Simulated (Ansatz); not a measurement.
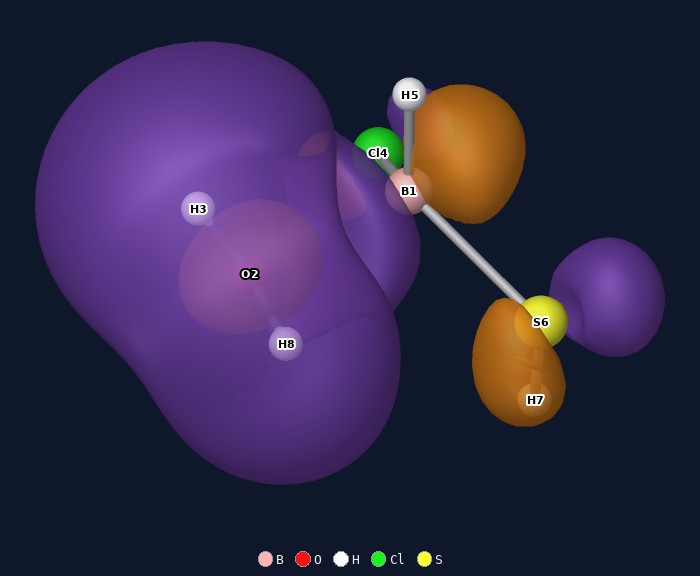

BClH₂S···H₂O. One frontier orbital at ±0.1 Å⁻³ᐟ² (orange and purple are the two phases), seen at an oblique angle.

The calculation used RKS BLYP/6-31G* (Ansatz).

```yaml
atoms:
  - { symbol: B, position_ang: [0.1559, 0.5208, 0.1226] }
  - { symbol: O, position_ang: [0.0024, -0.1620, 1.8142] }
  - { symbol: H, position_ang: [-0.8077, -0.7224, 1.8401] }
  - { symbol: Cl, position_ang: [1.5154, -0.4643, -0.5890] }
  - { symbol: H, position_ang: [-0.9406, 0.2889, -0.3072] }
  - { symbol: S, position_ang: [0.4181, 2.3599, 0.4637] }
  - { symbol: H, position_ang: [1.7681, 2.3287, 0.6540] }
  - { symbol: H, position_ang: [-0.2062, 0.6582, 2.3275] }
```

Question: Which orbital is it: HOMO or LUMO?

Answer: The LUMO, at −0.64 eV. By Hirshfeld shares it lies mainly on H3 (about 35 %), O2 (about 25 %), H8 (about 20 %), B1 (about 10 %) and S6 (about 10 %).
